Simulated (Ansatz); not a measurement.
**SiNH2F (SMILES N[Si]F): levels of theory compared**

Aim: a comparison of 6 runs (HSE06/STO-3G, PBE/STO-3G, UPBE/STO-3G, UPBE0/STO-3G, wB97X/STO-3G, CCSD(T)/STO-3G) of SiNH2F. 

Program for the calculation: Ansatz 0.2.0.

69 further runs of the same task are left out: 69 set aside as unsound or not needed.

## Step 1: The structure to begin with

SiNH2F: 5 atoms, total charge 0, spin state singlet. As SMILES, `N[Si]F`. The H4–N1 distance was set to 1.516 Å, away from the relaxed value. At this shape a bond of the SMILES string is far longer than usual.

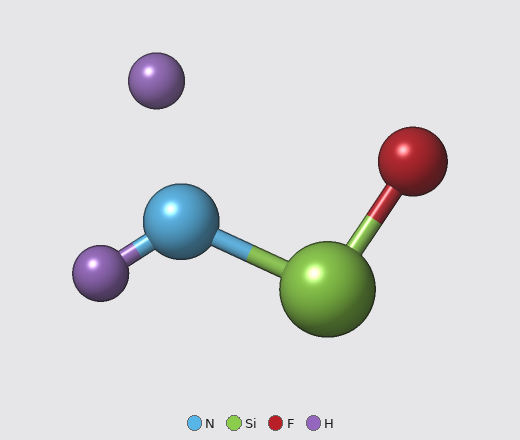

Viewed from a chosen angle; nitrogen blue, silicon green, fluorine red, hydrogen purple.

## Step 2: A single-point energy at HSE06/STO-3G (run 1)

job.yaml

```yaml
crystal:
  periodic: [false, false, false]
  atoms:
    - symbol: "N"
      position_ang: [-0.674626, -0.194608, -0.286204]
    - symbol: Si
      position_ang: [-0.117226, -1.568308, 0.549996]
    - symbol: F
      position_ang: [1.312074, -0.983508, 1.046396]
    - symbol: H
      position_ang: [0.085400, 1.109600, -0.420900]
    - symbol: H
      position_ang: [-1.569026, -0.175608, -0.751104]
basis:
  gaussian:
    orbitals: STO-3G
hamiltonian:
  xc: {name: HSE06}
accuracy: high
```

Run with:

```
$ ansatz run job.yaml --threads 1 --pin off --max-ram 2610MiB --events-out events.jsonl --progress --plain --runs-dir runs
```

Standard output:

```text
Warning: RAYON_NUM_THREADS=1 ignored (pool sized by the plan → 1); use --threads N
Functional definition: HSE06
  name "HSE06"
  parameter a = 0.25
  parameter omega = 0.11/bohr
  exchange = pbe_x - a*pbe_x_sr(omega) + a*exact_x_sr(omega)
  correlation = pbe_c
383 factors; integrals over basis functions are off by at most 2.8e-8 eV
59 factors; integrals over basis functions are off by at most 1.0e-9 eV
mean field evaluation 1: about -11954.5232 eV, gradient 2.4e1 eV
mean field evaluation 2: about -11948.5587 eV, gradient 5.1e1 eV
mean field evaluation 4: about -11956.5133 eV, gradient 1.6e0 eV
mean field evaluation 8: about -11956.4939 eV, gradient 6.5e-2 eV
mean field evaluation 16: about -11956.4939 eV, gradient 4.7e-7 eV
mean field -11956.49392953 eV, -439.3930475076 hartree, gradient 2.5e-8 eV, S^2 0.000000; 0 other end points of the search recorded, 0 dependent functions left out
reference -11956.49393135 eV, -439.3930475745 hartree; 16, 16 occupied and 5, 5 virtual orbitals, 383 factors
Total energy: -11956.49393135 eV, -439.3930475745 hartree
```

Run time: 1.4 s. Hardware: 1 thread of Arm Neoverse V1, shared host; peak memory 0.097 GiB.

## Step 3: The energy at PBE/STO-3G (run 2)

molecule.yaml

```yaml
crystal:
  periodic: [false, false, false]
  atoms:
    - {symbol: N, position_ang: [-0.674626, -0.194608, -0.286204]}
    - {symbol: Si, position_ang: [-0.117226, -1.568308, 0.549996]}
    - {symbol: F, position_ang: [1.312074, -0.983508, 1.046396]}
    - {symbol: H, position_ang: [0.085400, 1.109600, -0.420900]}
    - {symbol: H, position_ang: [-1.569026, -0.175608, -0.751104]}
basis:
  gaussian: {orbitals: STO-3G}
hamiltonian: {xc: pbe}
accuracy: high
```

Run with:

```
$ ansatz run molecule.yaml --threads 1 --pin off --max-ram 2610MiB --events-out events.jsonl --progress --plain --runs-dir runs
```

Standard output:

```text
Warning: RAYON_NUM_THREADS=1 ignored (pool sized by the plan → 1); use --threads N
Functional definition: PBE
  name "PBE"
  parameter kappa = 0.804
  parameter beta = 0.06672455060314922
  exchange = pbe_x(kappa = kappa, mu = beta*pi^2/3)
  correlation = pbe_c(beta = beta)
383 factors; integrals over basis functions are off by at most 2.8e-8 eV
mean field evaluation 1: about -11953.2995 eV, gradient 2.5e1 eV
mean field evaluation 2: about -11932.9785 eV, gradient 8.5e1 eV
mean field evaluation 4: about -11955.3909 eV, gradient 2.1e0 eV
mean field evaluation 8: about -11955.3490 eV, gradient 1.0e-1 eV
mean field evaluation 16: about -11955.3490 eV, gradient 5.9e-7 eV
mean field -11955.34900359 eV, -439.3509722552 hartree, gradient 2.7e-8 eV, S^2 0.000000; 0 other end points of the search recorded, 0 dependent functions left out
reference -11955.34900540 eV, -439.3509723217 hartree; 16, 16 occupied and 5, 5 virtual orbitals, 383 factors
Total energy: -11955.34900540 eV, -439.3509723217 hartree
```

Wall time 1.2 s (1 thread of Arm Neoverse V1, shared host); peak memory 0.095 GiB.

Runs 3 to 5 aren't shown in full; the table further down has their settings and results.

## Step 4: A single-point energy at CCSD(T)/STO-3G (run 6)

run.yaml

```yaml
crystal:
  periodic: [false, false, false]
  atoms:
    - {symbol: N, position_ang: [-0.674626, -0.194608, -0.286204]}
    - {symbol: Si, position_ang: [-0.117226, -1.568308, 0.549996]}
    - {symbol: F, position_ang: [1.312074, -0.983508, 1.046396]}
    - {symbol: H, position_ang: [0.085400, 1.109600, -0.420900]}
    - {symbol: H, position_ang: [-1.569026, -0.175608, -0.751104]}
basis:
  gaussian: {orbitals: STO-3G}
correlation: {method: ccsd_t, frozen_orbitals: {F: 1, H: 0, "N": 1, Si: 5}}
accuracy: high
scf: {omitted_lower_state_checks: [cluster_reference, increment]}
```

Run with:

```
$ ansatz run run.yaml --threads 1 --pin off --max-ram 2610MiB --events-out events.jsonl --progress --plain --runs-dir runs
```

Standard output:

```text
Warning: RAYON_NUM_THREADS=1 ignored (pool sized by the plan → 1); use --threads N
[... 11 lines left out ...]
7 core orbitals not correlated: weight in the atoms' cores, before any rotation towards them, 1.000 or more for the frozen orbitals, at most 0.000 for the correlated occupied ones
[... 26 lines left out ...]
Total energy: -11934.71838462 eV, -438.5928109922 hartree
Checks for a lower state left out: cluster_reference, increment
```

Wall time 0.2 s (1 thread of Arm Neoverse V1, shared host).

## Step 5: The series

```csv
run,level,frozen core orbitals,energy (Eh),wall time
1,HSE06/STO-3G,–,-439.393048,1.4 s
2,PBE/STO-3G,–,-439.350972,1.2 s
3,UPBE/STO-3G,–,-439.350972,1.9 s
4,UPBE0/STO-3G,–,-439.404654,1.9 s
5,wB97X/STO-3G,–,-439.623755,5.4 s
6,CCSD(T)/STO-3G,7,-438.592811,0.2 s
```

## Step 6: Outcome

```
                                          quantity          value
                               run 6: total energy  -438.59281 Eh
run 6: correlation energy (7 core orbitals frozen)     -164.3 mEh
                             run 6: (T) correction      -7.70 mEh
                              run 6: T1 diagnostic          0.023
```

Totals of different functionals can't be ranked against each other. In run 6 the log says that unrestricted orbitals would lower the reference, so the values rest on an unstable closed-shell determinant (other closed-shell runs at this shape may share the fault). In runs 1, 2, 3, 4, 5, 6 the basis is minimal, so the values are rough. All runs together took 12 s, the longest 5.4 s.
